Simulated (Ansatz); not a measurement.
**Run report: Si₂NH₃BrF, geometry relaxation (part 1 of 2)**

System: Si₂NH₃BrF.
Method: RKS PBE-D4/def2-SVP (Ansatz 0.2.0).

The geometry: force-field start. Figures and captions count atoms from 1; the log counts them from 0 in places.

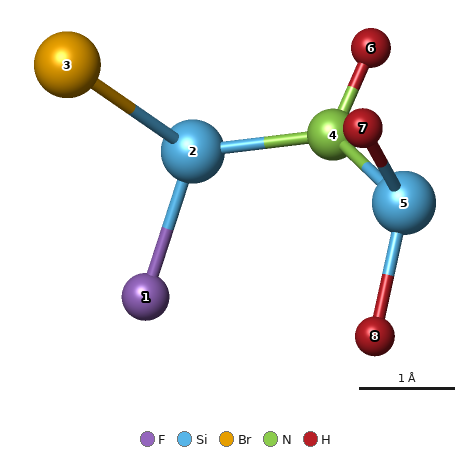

Figure 1. The structure as given in the input (ball-and-stick view, seen at a tilt; atoms are numbered from 1 in the order of the input).

**Input**
```yaml
crystal:
  periodic: [false, false, false]
  atoms:
    - {symbol: F, position_ang: [-0.163300, -2.178400, 0.903400]}
    - {symbol: Si, position_ang: [0.270300, -0.649200, 1.255900]}
    - {symbol: Br, position_ang: [2.406500, -0.415900, 0.764700]}
    - {symbol: N, position_ang: [-0.513600, 0.481700, 0.510300]}
    - {symbol: Si, position_ang: [-0.786000, 0.648800, -1.077500]}
    - {symbol: H, position_ang: [-0.497200, 1.382200, 0.977700]}
    - {symbol: H, position_ang: [0.478400, 1.252100, -1.612200]}
    - {symbol: H, position_ang: [-1.102900, -0.578500, -1.778100]}
basis:
  gaussian: {orbitals: def2-SVP}
hamiltonian: {xc: pbe, dispersion: d4}
relax: {f_tol: 0.03, max_steps: 200}
```

Launch command:
```bash
ansatz run in.yaml --threads 4 --pin off --events-out ev --progress --plain --max-ram 10444MiB
```

**The program's output**
```
Functional definition: PBE
  name "PBE"
  cite "Perdew, Burke & Ernzerhof, Phys. Rev. Lett. 77, 3865 (1996) doi:10.1103/PhysRevLett.77.3865"
  parent pbe
  parameter kappa = 0.804
  parameter beta = 0.06672455060314922
  exchange = pbe_x(kappa = kappa, mu = beta*pi^2/3)
  correlation = pbe_c(beta = beta)
1231 factors; their error is unknown
mean field evaluation 1: about -90005.0496 eV, gradient 7.3e1 eV
mean field evaluation 2: about -89940.8436 eV, gradient 1.6e2 eV
mean field evaluation 4: about -90006.7908 eV, gradient 4.5e1 eV
mean field evaluation 8: about -90015.3099 eV, gradient 1.7e1 eV
mean field evaluation 16: about -90017.2761 eV, gradient 9.9e-3 eV
mean field -90017.14748488 eV, -3308.0691542553 hartree, gradient 2.1e-5 eV, S^2 0.000000; 1 other end points of the search recorded, 0 dependent functions left out
the calculation of the forces begins
reference -90017.14751993 eV, -3308.0691555432 hartree; 41, 41 occupied and 70, 70 virtual orbitals, 1231 factors
relax step   1: F+E_penalty+E_count = -90017.43290896 eV  Δ(F+E_penalty+E_count) = +0.000e0 eV  max|allowed force component| = 4.768e0 eV/Å  Δτ_max = 0.0000 Å  (89 SCF iters, accepted)
these checks for a lower state are left out or cut short: starts, cluster_reference, orbital_swaps, neighbouring_geometries, increment
1231 factors; their error is unknown
mean field evaluation 32: about -90018.2747 eV, gradient 1.7e-3 eV
mean field -90018.27471841 eV, -3308.1105793234 hartree, gradient 2.3e-5 eV, S^2 0.000000; 1 other end points of the search recorded, 0 dependent functions left out
[... from here on the field's lines of each further geometry are left out, up to the last ...]
relax step   2: F+E_penalty+E_count = -90018.55018021 eV  Δ(F+E_penalty+E_count) = -1.117e0 eV  max|allowed force component| = 2.554e0 eV/Å  Δτ_max = 0.1971 Å  (69 SCF iters, accepted)
relax step   3: F+E_penalty+E_count = -90018.95095502 eV  Δ(F+E_penalty+E_count) = -4.008e-1 eV  max|allowed force component| = 9.708e-1 eV/Å  Δτ_max = 0.1928 Å  (68 SCF iters, accepted)
relax step   4: F+E_penalty+E_count = -90018.99439358 eV  Δ(F+E_penalty+E_count) = -4.344e-2 eV  max|allowed force component| = 6.029e-1 eV/Å  Δτ_max = 0.0884 Å  (69 SCF iters, accepted)
relax step   5: F+E_penalty+E_count = -90019.03775659 eV  Δ(F+E_penalty+E_count) = -4.336e-2 eV  max|allowed force component| = 7.813e-1 eV/Å  Δτ_max = 0.1308 Å  (67 SCF iters, accepted)
relax step   6: F+E_penalty+E_count = -90019.11095222 eV  Δ(F+E_penalty+E_count) = -7.320e-2 eV  max|allowed force component| = 5.918e-1 eV/Å  Δτ_max = 0.1951 Å  (75 SCF iters, accepted)
relax step   7: F+E_penalty+E_count = -90019.19980693 eV  Δ(F+E_penalty+E_count) = -8.885e-2 eV  max|allowed force component| = 7.909e-1 eV/Å  Δτ_max = 0.1950 Å  (52 SCF iters, accepted)
relax step   8: F+E_penalty+E_count = -90019.39255197 eV  Δ(F+E_penalty+E_count) = -1.927e-1 eV  max|allowed force component| = 1.102e0 eV/Å  Δτ_max = 0.1954 Å  (37 SCF iters, accepted)
relax step   9: F+E_penalty+E_count = -90019.78528970 eV  Δ(F+E_penalty+E_count) = -3.927e-1 eV  max|allowed force component| = 9.838e-1 eV/Å  Δτ_max = 0.1949 Å  (36 SCF iters, accepted)
relax step  10: F+E_penalty+E_count = -90020.23759046 eV  Δ(F+E_penalty+E_count) = -4.523e-1 eV  max|allowed force component| = 9.978e-1 eV/Å  Δτ_max = 0.1950 Å  (33 SCF iters, accepted)
relax step  11: F+E_penalty+E_count = -90020.49779978 eV  Δ(F+E_penalty+E_count) = -2.602e-1 eV  max|allowed force component| = 1.160e0 eV/Å  Δτ_max = 0.1951 Å  (36 SCF iters, accepted)
relax step  12: F+E_penalty+E_count = -90020.66144284 eV  Δ(F+E_penalty+E_count) = -1.636e-1 eV  max|allowed force component| = 5.927e-1 eV/Å  Δτ_max = 0.1949 Å  (36 SCF iters, accepted)
relax step  13: F+E_penalty+E_count = -90020.78594455 eV  Δ(F+E_penalty+E_count) = -1.245e-1 eV  max|allowed force component| = 9.313e-1 eV/Å  Δτ_max = 0.1946 Å  (34 SCF iters, accepted)
relax step  14: F+E_penalty+E_count = -90020.88013566 eV  Δ(F+E_penalty+E_count) = -9.419e-2 eV  max|allowed force component| = 1.170e0 eV/Å  Δτ_max = 0.1945 Å  (34 SCF iters, accepted)
relax step  15: F+E_penalty+E_count = -90020.95643376 eV  Δ(F+E_penalty+E_count) = -7.630e-2 eV  max|allowed force component| = 1.272e0 eV/Å  Δτ_max = 0.1949 Å  (35 SCF iters, accepted)
relax step  16: F+E_penalty+E_count = -90021.06821093 eV  Δ(F+E_penalty+E_count) = -1.118e-1 eV  max|allowed force component| = 4.428e-1 eV/Å  Δτ_max = 0.2000 Å  (35 SCF iters, accepted)
relax step  17: F+E_penalty+E_count = -90021.08205484 eV  Δ(F+E_penalty+E_count) = -1.384e-2 eV  max|allowed force component| = 4.047e-1 eV/Å  Δτ_max = 0.1390 Å  (30 SCF iters, accepted)
relax step  18: F+E_penalty+E_count = -90021.09244029 eV  Δ(F+E_penalty+E_count) = -1.039e-2 eV  max|allowed force component| = 2.990e-1 eV/Å  Δτ_max = 0.0823 Å  (29 SCF iters, accepted)
relax step  19: F+E_penalty+E_count = -90021.09888203 eV  Δ(F+E_penalty+E_count) = -6.442e-3 eV  max|allowed force component| = 5.197e-2 eV/Å  Δτ_max = 0.0354 Å  (28 SCF iters, accepted)
relax step  20: F+E_penalty+E_count = -90021.09988951 eV  Δ(F+E_penalty+E_count) = -1.007e-3 eV  max|allowed force component| = 3.872e-2 eV/Å  Δτ_max = 0.0245 Å  (29 SCF iters, accepted)
relax step  21: F+E_penalty+E_count = -90021.10107876 eV  Δ(F+E_penalty+E_count) = -1.189e-3 eV  max|allowed force component| = 5.212e-2 eV/Å  Δτ_max = 0.0548 Å  (28 SCF iters, accepted)
the calculation of the forces begins
reference -90020.84940462 eV, -3308.2051972965 hartree; 41, 41 occupied and 70, 70 virtual orbitals, 1231 factors
relax step  22: F+E_penalty+E_count = -90021.10141626 eV  Δ(F+E_penalty+E_count) = -3.375e-4 eV  max|allowed force component| = 2.190e-2 eV/Å  Δτ_max = 0.0281 Å  (29 SCF iters, accepted)
1231 factors; their error is unknown
mean field evaluation 224: about -90020.9770 eV, gradient 1.4e-1 eV
```

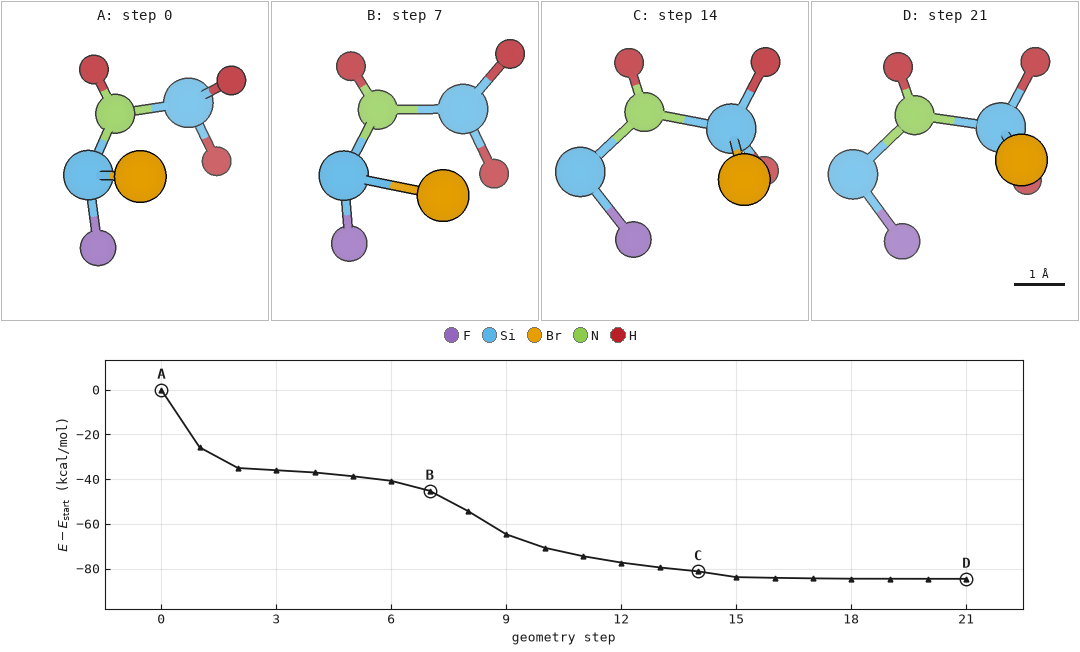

Figure 2. Frames of the relaxation (ball-and-stick view, seen at a tilt) above the curves, on which the letters mark them (the first geometry is step 0 here and step 1 in the log).

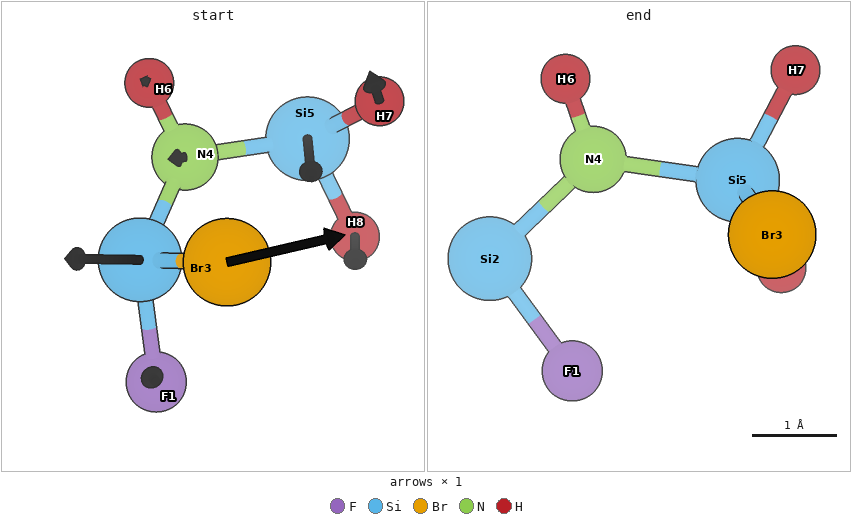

Figure 3. Before (left) and after (right) the relaxation, at one scale (ball-and-stick view, seen at a tilt). The black arrows give the displacements, at true length. The energy falls by 84.6 kcal/mol in 21 geometry steps. Largest force component: 4.8 eV/Å at the start, 0.022 eV/Å at the end. The largest move after the best rigid fit is that of Br3, 1.48 Å. Largest moves by element: Br 1.48 Å, Si 1.41 Å, H 0.86 Å, F 0.42 Å, N 0.25 Å. Among the contacts that change: Si2–Br3 2.204 → 4.377 Å, Br3–Si5 3.837 → 2.247 Å, Si2–N4 1.565 → 1.756 Å, N4–Si5 1.620 → 1.766 Å. New bonds form: Br3–Si5 (3.84 → 2.25 Å). Bonds break: Si2–Br3 (2.20 → 4.38 Å). Among the angles that change: F1–Si2–N4 116.2° → 97.4°, N4–Si5–H8 115.1° → 110.2°, Si5–N4–H6 111.3° → 115.2°. (Atoms are counted from 1 in the order of the input.)

```
mean field -90020.84936788 eV, -3308.2051959465 hartree, gradient 1.7e-5 eV, S^2 0.000000; 1 other end points of the search recorded, 0 dependent functions left out
the calculation of the forces begins
reference -90020.84940462 eV, -3308.2051972965 hartree; 41, 41 occupied and 70, 70 virtual orbitals, 1231 factors
Total energy: -90021.10145300 eV, -3308.2144599035 hartree
Atom 0 at    -0.489004    -2.036331     1.084480 Å, force    -0.000005     0.009023     0.000824 eV/Å
Atom 1 at    -0.829694    -0.672252     1.974484 Å, force    -0.003586     0.007846     0.011167 eV/Å
Atom 2 at     2.441820    -0.138767    -0.884585 Å, force    -0.013109    -0.001605     0.002790 eV/Å
Atom 3 at    -0.379937     0.509902     0.757033 Å, force     0.004058    -0.021900    -0.013464 eV/Å
Atom 4 at     0.226971     0.238988    -0.878958 Å, force     0.021246     0.019332    -0.001456 eV/Å
Atom 5 at    -0.424236     1.494501     1.050371 Å, force    -0.000999    -0.004375     0.011713 eV/Å
Atom 6 at    -0.007825     1.490230    -1.669522 Å, force    -0.004180     0.007901    -0.004990 eV/Å
Atom 7 at    -0.445895    -0.943470    -1.489103 Å, force    -0.003424    -0.016222    -0.006584 eV/Å
Dipole moment:    -0.269292     0.429551     0.054037 e Å
```

**Trajectory as extended XYZ (Å, eV, eV/Å), 22 frames, from step=1 to step=22**
```
8
Properties=species:S:1:pos:R:3:forces:R:3 step=1 energy=-90017.43291
F    -0.1633   -2.1784    0.9034   -0.3166  -0.2498  -0.2458
Si    0.2703   -0.6492    1.2559    3.6086  -4.7550   3.8949
Br    2.4065   -0.4159    0.7647    1.5401  -0.3225  -0.2229
N    -0.5136    0.4817    0.5103   -4.2930   4.5842   1.9516
Si   -0.7860    0.6488   -1.0775   -0.2057   1.6440  -4.7677
H    -0.4972    1.3822    0.9777   -0.3384   0.0938   0.5105
H     0.4784    1.2521   -1.6122    0.2145   0.0277  -0.7164
H    -1.1029   -0.5785   -1.7781   -0.2096  -1.0223  -0.4042
8
Properties=species:S:1:pos:R:3:forces:R:3 step=2 energy=-90018.55018
F    -0.1190   -2.1697    0.9333   -0.2566  -0.0826  -0.1691
Si    0.3185   -0.6375    1.2906    2.5543  -2.1994   1.8207
Br    2.5461   -0.5541    0.7802    0.0758  -0.1229  -0.0792
N    -0.6006    0.5103    0.5500   -2.3225   2.4002   0.8084
Si   -0.7793    0.7141   -1.1195    0.2626   0.5841  -2.4103
H    -0.6621    1.3945    1.0599   -0.1775  -0.1959   0.2694
H     0.4967    1.2509   -1.7478   -0.0555  -0.0229  -0.1741
H    -1.1081   -0.5656   -1.8026   -0.0806  -0.3604  -0.0658
8
Properties=species:S:1:pos:R:3:forces:R:3 step=3 energy=-90018.95095
F    -0.1122   -2.1483    0.9719   -0.1116  -0.0148  -0.0668
Si    0.3769   -0.6261    1.3318    0.8057  -0.5231   0.4861
Br    2.5885   -0.6332    0.6811   -0.2274   0.0160  -0.0334
N    -0.6926    0.5319    0.5920   -0.5803   0.9708  -0.3871
Si   -0.7127    0.7569   -1.1652   -0.0203  -0.3132  -0.0754
H    -0.8341    1.3868    1.1467    0.0651  -0.2848  -0.0109
H     0.5654    1.2490   -1.8245   -0.0595   0.0152   0.0624
H    -1.0870   -0.5741   -1.7896    0.1283   0.1338   0.0251
8
Properties=species:S:1:pos:R:3:forces:R:3 step=4 energy=-90018.99439
F    -0.1489   -2.1388    0.9544   -0.0778   0.0041   0.0078
Si    0.3760   -0.6390    1.3683    0.3041  -0.0813   0.0969
Br    2.5446   -0.6224    0.6051   -0.0573  -0.0412  -0.0173
N    -0.6936    0.5580    0.6074   -0.3369   0.3009  -0.6029
Si   -0.7013    0.7312   -1.1635    0.1406  -0.2636   0.4626
H    -0.8363    1.4048    1.1676    0.0460  -0.1082  -0.0033
H     0.5613    1.2639   -1.8126   -0.0693   0.0821  -0.0020
H    -1.0097   -0.6150   -1.7826    0.0506   0.1072   0.0582
8
Properties=species:S:1:pos:R:3:forces:R:3 step=5 energy=-90019.03776
F    -0.2051   -2.1279    1.0245    0.0412   0.1176   0.0179
Si    0.3941   -0.6348    1.3857   -0.1629   0.0837   0.0443
Br    2.5155   -0.6735    0.4883   -0.0578  -0.0517  -0.0756
N    -0.7263    0.5673    0.6089    0.0687  -0.2663  -0.7813
Si   -0.6669    0.6997   -1.1573    0.1617  -0.0967   0.6600
H    -0.8681    1.4081    1.1720    0.0477   0.0887   0.0302
H     0.5389    1.3633   -1.8030   -0.1691   0.0337   0.0326
H    -0.8898   -0.6595   -1.7748    0.0706   0.0910   0.0718
```
